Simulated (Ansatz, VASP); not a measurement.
## Fe (Fe(111)): VASP beside Ansatz

Wanted: the spread between two codes on one cell, functional and k mesh. The structure shown is the end of the Ansatz relaxation below.

Calculated with Ansatz 0.2.0; plane waves, with VASP 6.6.1 beside it; single point at PBE.

## Step 1: The structure

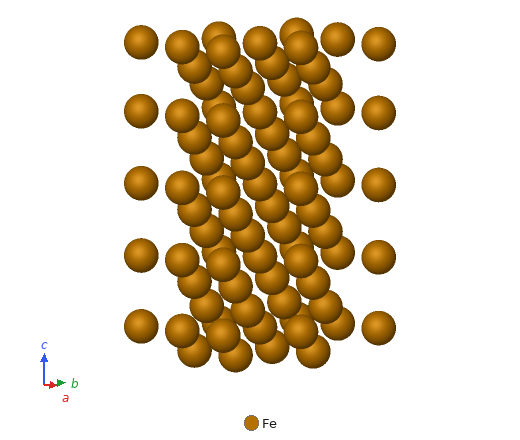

The starting structure, seen from the side, with the c axis up (iron orange). 2×2×1 cells are drawn. Some periodic images of atoms are drawn too.

The cell holds 14 atoms: 14 Fe. Cell: a = 4.059 Å, b = 4.059 Å, c = 26.770 Å, α = 90.0°, β = 90.0°, γ = 120.0°. Vacuum lies along c.

## Step 2: Ansatz: relaxation, PBE

Ansatz runs on its default PAW (the set named soft_2) files.

This run makes the geometry at which the two programs are then compared.

File input.yaml:

```yaml
crystal:
  lattice:
    - [4.058792924, 0.0, 0.0]
    - [-2.029396462, 3.5150177809, 0.0]
    - [0.0, 0.0, 26.7704692717]
  atoms:
    - { symbol: Fe, position: [0.6666666667, 0.3333333333, 0.2988367488], spin: 2.5 }
    - { symbol: Fe, position: [0.0, 0.0, 0.3297849413], spin: 2.5 }
    - { symbol: Fe, position: [0.3333333333, 0.6666666667, 0.3607331338], spin: 2.5 }
    - { symbol: Fe, position: [0.6666666667, 0.3333333333, 0.3916813263], spin: 2.5 }
    - { symbol: Fe, position: [0.0, 0.0, 0.4226295188], spin: 2.5 }
    - { symbol: Fe, position: [0.3333333333, 0.6666666667, 0.4535777113], spin: 2.5 }
    - { symbol: Fe, position: [0.6666666667, 0.3333333333, 0.4845259038], spin: 2.5 }
    - { symbol: Fe, position: [0.0, 0.0, 0.5154740962], spin: 2.5 }
    - { symbol: Fe, position: [0.3333333333, 0.6666666667, 0.5464222887], spin: 2.5 }
    - { symbol: Fe, position: [0.6666666667, 0.3333333333, 0.5773704812], spin: 2.5 }
    - { symbol: Fe, position: [0.0, 0.0, 0.6083186737], spin: 2.5 }
    - { symbol: Fe, position: [0.3333333333, 0.6666666667, 0.6392668662], spin: 2.5 }
    - { symbol: Fe, position: [0.6666666667, 0.3333333333, 0.6702150587], spin: 2.5 }
    - { symbol: Fe, position: [0.0, 0.0, 0.7011632512], spin: 2.5 }
magnetization:
  spin_polarized: true
hamiltonian:
  xc: pbe
kpoints:
  mp_grid: { grid: [12, 12, 1] }
scf:
  occupations: { method: methfessel_paxton, width: 0.1 }
  convergence: { dr2_threshold: 1.0e-09 }
efield:
  axis: 3
  dipole_correction: true
relax:
  f_tol: 0.01
  max_steps: 40
  constraints: [{ sites: [6, 7] }]
output:
  write_potential: true
  write_density: true
  volumetric_format: npy
  elf: true
```

On the command line:

```bash
ansatz run input.yaml --threads 4 --pin off --max-ram 16384MiB --backend cpu --events-out ev --progress --plain --runs-dir out
```

Numbers of over 12 decimals in the logs are rounded to 6 here.

Log:

```text
Engine: ansatz 0.2.0, aarch64-unknown-linux-gnu
Pseudopotentials: kind: paw
Pseudopotential: Fe, paw, valence charge 16, recommended cutoff 420 eV (normal), Fe.paw.azcp
Functional definition: PBE
  parameter kappa = 0.804
  parameter beta = 0.066725
  exchange = pbe_x(kappa = kappa, mu = beta*pi^2/3)
  correlation = pbe_c(beta = beta)
Crystal: 14 atoms, lattice volume = 381.927 Å³
Basis set: ecut = 420 eV, 7445 PW (Γ), exchange–correlation on 60×60×360 points (8 copies of the dense FFT grid, shifted against one another)
Bands: 156, of which v1, the nominal top of the filled ones, is band 112 counted from 1 (111 counted from 0)
Symmetry: 6 space group operations
k-points: 19 of 144 (time reversal used)
Non-local potential: Fe, projectors of the file, l = 0: 3, l = 1: 2, l = 2: 3, l = 3: 1
PAW form: soft (Blöchl's): semilocal exchange-correlation on the pseudo side does not see the compensation charge
PAW one-centre angular grid: Fe, 590 points (default); XC on 64 Gauss nodes
Initial density: superposition of atomic densities (neutral atoms: chi_scale 0, normalization atom)
Starting moments: Σ|m| = 35 μB on 14 of 14 sites
Initial wavefunctions: pseudopotential atomic-orbital guess
Functional: x = pbe(κ = 0.804, μ = 0.219515), c = pbe(β = 0.066725)
SCF iter   1: F=—  HF=-62720.036857 eV  |F-HF|=—  |Δ(HF+E_count)|=         —  Δρ=4.87e-2 (↑2.08e-2 ↓4.87e-2)  dr2=4.22e1  dr2_m=1.75e0  M=33.541 μB ∫|m|=34.000 μB  β_m=1.00  ethr=3.10e-3  p=0.000 e·Å  D=1.66e-15 V/Å  ΔV_dip=-0.00 eV  dr2_dipole=1.24e-7  V_vac-E_F(+/−)=7.65/7.65 eV  ⟨swp⟩=8.2  Hψ=27250  notcnv=0  defer=384
Mixer restart at iter 1: flushing history
efield: sawtooth ramp at fractional position 0.9500 (placed from the atoms, in the widest stretch of the axis that holds none; the zero of the levels goes with the place), width 0.1000; the density the first Hamiltonian is built on has a dipole p = 0.000 e·Å; the dipole correction subtracts the counter field D = 1.66e-15 V/Å, which shifts the + side's vacuum level by -0.00 eV against the − side's; the planar-averaged density in the ramp window peaks in size at 7.6e-6 e/Å³
preconditioner: auto → LDOS  [metal: Δε(μ)=0.004 eV  Ē_g=6.640 eV  σ=0.100 eV  W_gap=0.02  n_scr=110 (ndim 8)  ℏωp=20.1 eV  f_vac=0.501  D(μ)=16.26/eV (n_scr^D=136)]
spin=Collinear: LDOS preconditioning applied to the charge; magnetization (m = ρ↑ − ρ↓) channel mixes plain (no charge-response kernel on spin).
SCF iter   2: F=—  HF=-62714.462632 eV  |F-HF|=—  |Δ(HF+E_count)|=    5.57e0  Δρ=1.44e-2 (↑1.44e-2 ↓1.15e-2)  dr2=5.03e0  dr2_m=2.91e-1  M=33.740 μB ∫|m|=34.971 μB  β_m=0.34  ethr=3.10e-3  p=-0.000 e·Å  D=-2.69e-5 V/Å  ΔV_dip=0.00 eV  dr2_dipole=2.24e-7  V_vac-E_F(+/−)=5.45/5.45 eV  ⟨swp⟩=3.1  Hψ=11012  notcnv=0  defer=759
density mixer auto → msr1: a metal under ldos (density of states about μ 2.92 of a free-electron gas's, 110 screened modes)
SCF iter   3: F=—  HF=-62718.032384 eV  |F-HF|=—  |Δ(HF+E_count)|=    3.57e0  Δρ=6.87e-3 (↑6.87e-3 ↓5.46e-3)  dr2=3.13e-1  dr2_m=7.10e-2  M=33.604 μB ∫|m|=35.093 μB  β_m=0.43  ethr=2.25e-3  p=-0.000 e·Å  D=-2.65e-5 V/Å  ΔV_dip=0.00 eV  dr2_dipole=2.77e-7  V_vac-E_F(+/−)=4.40/4.40 eV  ⟨swp⟩=2.3  Hψ=7929  notcnv=0  defer=764
SCF iter   4: F=—  HF=-62720.658716 eV  |F-HF|=—  |Δ(HF+E_count)|=    2.63e0  Δρ=4.72e-3 (↑4.72e-3 ↓3.22e-3)  dr2=1.49e-1  dr2_m=4.08e-2  M=33.759 μB ∫|m|=35.371 μB  β_m=0.69  ethr=1.40e-4  p=-0.000 e·Å  D=-2.36e-5 V/Å  ΔV_dip=0.00 eV  dr2_dipole=1.75e-7  V_vac-E_F(+/−)=3.87/3.87 eV  ⟨swp⟩=3.1  Hψ=12494  notcnv=0  defer=756
SCF iter   5: F=—  HF=-62721.602582 eV  |F-HF|=—  |Δ(HF+E_count)|=         —  Δρ=8.06e-3 (↑8.06e-3 ↓4.79e-3)  dr2=1.98e-1  dr2_m=1.28e-1  M=34.668 μB ∫|m|=36.295 μB  β_m=0.69  ethr=6.66e-5  p=-0.000 e·Å  D=-1.06e-5 V/Å  ΔV_dip=0.00 eV  dr2_dipole=2.14e-9  V_vac-E_F(+/−)=3.89/3.89 eV  ⟨swp⟩=2.6  Hψ=10848  notcnv=0  defer=763
SCF iter   6: F=—  HF=-62721.619134 eV  |F-HF|=—  |Δ(HF+E_count)|=   1.66e-2  Δρ=2.74e-3 (↑2.74e-3 ↓2.06e-3)  dr2=5.68e-2  dr2_m=6.29e-3  M=34.629 μB ∫|m|=36.312 μB  β_m=0.66  ethr=6.66e-5  p=-0.000 e·Å  D=-4.33e-6 V/Å  ΔV_dip=0.00 eV  dr2_dipole=5.12e-9  V_vac-E_F(+/−)=3.80/3.80 eV  ⟨swp⟩=2.1  Hψ=10365  notcnv=0  defer=763
SCF iter   7: F=—  HF=-62721.626952 eV  |F-HF|=—  |Δ(HF+E_count)|=   7.82e-3  Δρ=1.95e-3 (↑1.95e-3 ↓7.81e-4)  dr2=1.21e-2  dr2_m=4.23e-3  M=34.618 μB ∫|m|=36.316 μB  β_m=0.58  ethr=2.54e-5  p=-0.000 e·Å  D=-2.71e-6 V/Å  ΔV_dip=0.00 eV  dr2_dipole=1.98e-9  V_vac-E_F(+/−)=3.76/3.76 eV  ⟨swp⟩=2.3  Hψ=10608  notcnv=0  defer=762
SCF iter   8: F=—  HF=-62721.622687 eV  |F-HF|=—  |Δ(HF+E_count)|=   4.27e-3  Δρ=4.52e-4 (↑4.52e-4 ↓3.76e-4)  dr2=7.05e-4  dr2_m=5.23e-4  M=34.621 μB ∫|m|=36.321 μB  β_m=0.79  ethr=5.39e-6  p=-0.000 e·Å  D=-1.84e-6 V/Å  ΔV_dip=0.00 eV  dr2_dipole=1.83e-10  V_vac-E_F(+/−)=3.77/3.77 eV  ⟨swp⟩=2.3  Hψ=9141  notcnv=0  defer=763
[...]
E_nonlocal   = 3083.341660
  E_hartree    = 248321.063362
  E_xc         = -1639.375852
  E_vxc        = -2110.083184  (∫ρ·V_xc dr)
  E_paw        = -19144.537080  (= ΣΔE_a)
  E_vpaw       = -4211.259699  (= ΣTr[D̂ρ^β])
  E_aug_tail   = 0.011382  (compensation charges beyond the density's cutoff)
  E_efield     = 0.000000  (sawtooth field / dipole correction)
  E_vefield    = -0.000000  (∫n·V_field dr)
  E_ewald      = 205915.256771
  E_smearing   = 0.000624  (= −TS)
  E_closure    = 0.000000  (closes the sum)
  Σ components = -62721.886875   (vs F -62721.886875, Δ=0.00e0)
--- Forces (eV/Å), atoms counted from 1 ---
  atom   1  Fe     0.00000000     0.00000000     0.00089574
  atom   2  Fe     0.00000000    -0.00000000    -0.00382854
  atom   3  Fe     0.00000000    -0.00000000    -0.00504590
  atom   4  Fe     0.00000000    -0.00000000     0.00714190
  atom   5  Fe     0.00000000     0.00000000     0.00051969
  atom   6  Fe     0.00000000    -0.00000000     0.00024652
  atom   7  Fe    -0.00000000     0.00000000     0.07303894
  atom   8  Fe    -0.00000000    -0.00000000    -0.07304161
  atom   9  Fe     0.00000000     0.00000000    -0.00024796
  atom  10  Fe    -0.00000000    -0.00000000    -0.00052015
  atom  11  Fe     0.00000000     0.00000000    -0.00714129
  atom  12  Fe     0.00000000     0.00000000     0.00504731
  atom  13  Fe     0.00000000     0.00000000     0.00383041
  atom  14  Fe     0.00000000    -0.00000000    -0.00089472
  max |Σ_I F_I| component: 3.44e-7 eV/Å
--- Band table (eV; the first three rows and the last of 38) ---
  k-point 0 ↑: bands = [... 108 lower, 4.4370, 4.4582, 4.4582, 4.6027, 4.6027, 4.6168, 4.6692, 4.6748, ... 40 higher]
  k-point 1 ↑: bands = [... 108 lower, 4.4561, 4.4730, 4.5049, 4.6007, 4.6084, 4.6148, 4.6711, 4.6718, ... 40 higher]
  k-point 2 ↑: bands = [... 108 lower, 4.4486, 4.4826, 4.5402, 4.5883, 4.5896, 4.6048, 4.6194, 4.6542, ... 40 higher]
  k-point 18 ↓: bands = [... 108 lower, 6.8115, 6.8115, 6.8753, 6.9133, 6.9133, 7.0906, 7.0906, 7.1097, ... 40 higher]
--- Relaxed structure (5 steps of the walk, 5 accepted, 0 SCFs on fresh bases) ---
  F+E_penalty+E_count = -62721.88687508 eV   max|allowed force component| = 7.142e-3 eV/Å
  atoms:
    - { symbol: Fe, position: [0.666667, 0.333333, 0.307346] }
    - { symbol: Fe, position: [-5.532233779435264e-17, 7.930164461492859e-18, 0.335388] }
    - { symbol: Fe, position: [0.333333, 0.666667, 0.359938] }
    - { symbol: Fe, position: [0.666667, 0.333333, 0.393931] }
    - { symbol: Fe, position: [-5.5322337794352634e-17, 7.93016446149287e-18, 0.424560] }
    - { symbol: Fe, position: [0.333333, 0.666667, 0.454459] }
    - { symbol: Fe, position: [0.666667, 0.333333, 0.484526] }
    - { symbol: Fe, position: [-5.532233779435264e-17, 7.93016446149286e-18, 0.515474] }
    - { symbol: Fe, position: [0.333333, 0.666667, 0.545541] }
    - { symbol: Fe, position: [0.666667, 0.333333, 0.575440] }
    - { symbol: Fe, position: [-5.532233779435264e-17, 7.930164461492867e-18, 0.606069] }
    - { symbol: Fe, position: [0.333333, 0.666667, 0.640062] }
    - { symbol: Fe, position: [0.666667, 0.333333, 0.664612] }
    - { symbol: Fe, position: [-5.532233779435264e-17, 7.930164461492863e-18, 0.692654] }
```

[end of part 1 of 2]

[Lines on the potential files, build, host, timing and source positions are cut from VASP's logs without a mark.]

[Logs are printed without paths, hosts, clocks, repeated set-up lines and the standing remarks that a program may print on its own settings, such as how far it seeks lower states.]

[Hosts, paths, dates, database ids (printed as entryN), source tags and the programs' standing remarks are cut or masked in the printed files.]
